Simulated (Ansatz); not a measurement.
# [S3]−: UPBE/STO-3G

Aim: the energy change on altering one bond length of [S3]− at UPBE/STO-3G, from 2 runs. 

Program for the calculation: Ansatz 0.2.0.

25 further runs of the same task are left out: 24 that didn't finish, 1 set aside as unsound or not needed.

**1. The molecule**

The species is [S3]− (3 atoms), meant as a doublet with charge -1. The coordinates come from a GFN2-xTB relaxation.

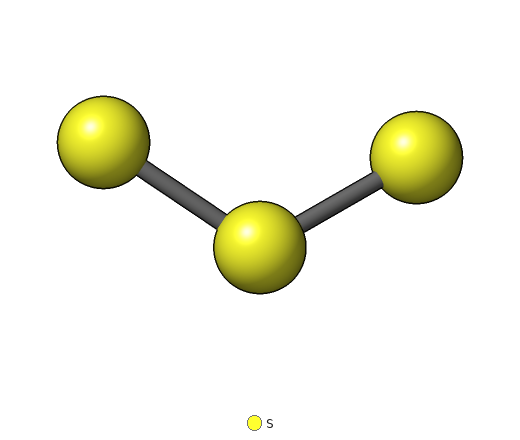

The structure, seen from a chosen angle (sulfur yellow).

**2. The energy at UPBE/STO-3G**

File run.yaml:

```yaml
basis:
  gaussian:
    orbitals: STO-3G
crystal:
  periodic: [false, false, false]
  atoms:
    - {symbol: S, position_ang: [-1.117260, 0.295410, 1.265730]}
    - {symbol: S, position_ang: [0.397110, 0.584890, 0.015760]}
    - {symbol: S, position_ang: [0.720140, -0.880310, -1.281490]}
total_charge: -1
magnetization:
  spin_polarized: true
  initial_magnetization: 1
hamiltonian:
  xc: {name: PBE}
accuracy: high
```

Run with:

```
$ ansatz run run.yaml --threads 1 --pin off --max-ram 2610MiB --events-out events.jsonl --progress --plain --runs-dir runs
```

The program printed:

```text
Warning: RAYON_NUM_THREADS=1 ignored (pool sized by the plan → 1); use --threads N
Functional definition: PBE
  name "PBE"
  parameter kappa = 0.804
  parameter beta = 0.06672455060314922
  exchange = pbe_x(kappa = kappa, mu = beta*pi^2/3)
  correlation = pbe_c(beta = beta)
482 factors; integrals over basis functions are off by at most 8.6e-9 eV
mean field evaluation 1: about -32122.8677 eV, gradient 2.1e1 eV
mean field evaluation 2: about -32118.7436 eV, gradient 2.7e1 eV
mean field evaluation 4: about -32126.4849 eV, gradient 4.2e0 eV
mean field evaluation 8: about -32126.6900 eV, gradient 1.9e-2 eV
mean field evaluation 16: about -32126.6900 eV, gradient 5.8e-8 eV
mean field -32126.69002531 eV, -1180.6340821776 hartree, gradient 6.2e-8 eV, S^2 0.750057; 0 other end points of the search recorded, 0 dependent functions left out
reference -32126.69002682 eV, -1180.6340822332 hartree; 25, 24 occupied and 2, 3 virtual orbitals, 482 factors
Total energy: -32126.69002682 eV, -1180.6340822332 hartree
```

Wall time 2.1 s (1 thread of Arm Neoverse V1, shared host); peak memory 0.13 GiB.

**3. The distorted shape, same level**

File in.yaml:

```yaml
crystal:
  periodic: [false, false, false]
  atoms:
    - {symbol: S, position_ang: [-1.198018, 0.661714, 1.590046]}
    - {symbol: S, position_ang: [0.316352, 0.951194, 0.340076]}
    - {symbol: S, position_ang: [0.720140, -0.880310, -1.281490]}
basis:
  gaussian:
    orbitals: STO-3G
total_charge: -1
magnetization:
  spin_polarized: true
  initial_magnetization: 1
hamiltonian:
  xc: pbe
accuracy: high
```

Run with:

```
$ ansatz run in.yaml --threads 1 --pin off --max-ram 2610MiB --events-out events.jsonl --progress --plain --runs-dir runs
```

The program printed (excerpt; [...] marks lines left out):

```text
Warning: RAYON_NUM_THREADS=1 ignored (pool sized by the plan → 1); use --threads N
[... 2 set-up lines as earlier in the session ...]
[...]
471 factors; integrals over basis functions are off by at most 7.2e-9 eV
[...]
mean field -32125.89978603 eV, -1180.6050414198 hartree, gradient 1.6e-8 eV, S^2 0.750590; 14 other end points of the search recorded, 0 dependent functions left out
reference -32125.89978760 eV, -1180.6050414774 hartree; 25, 24 occupied and 2, 3 virtual orbitals, 471 factors
Total energy: -32125.89978760 eV, -1180.6050414774 hartree
```

Wall time 9 s (1 thread of Arm Neoverse V1, shared host); peak memory 0.13 GiB.

**4. What came out**

At UPBE/STO-3G:

| quantity | value |
| --- | --- |
| first shape: total energy | -1180.63408 Eh |
| first shape: ⟨S²⟩ | 0.750 |
| distorted shape: total energy | -1180.60504 Eh |
| distorted shape: ⟨S²⟩ | 0.751 |
| energy change with the S2–S3 bond stretched from 1.983 to 2.479 Å | 0.790 eV |

With the S2–S3 bond stretched from 1.983 to 2.479 Å the energy rises by 0.79 eV (18.2 kcal/mol). The first shape isn't relaxed at this level, so the change isn't measured from a minimum. The minimal basis adds a large error of its own.
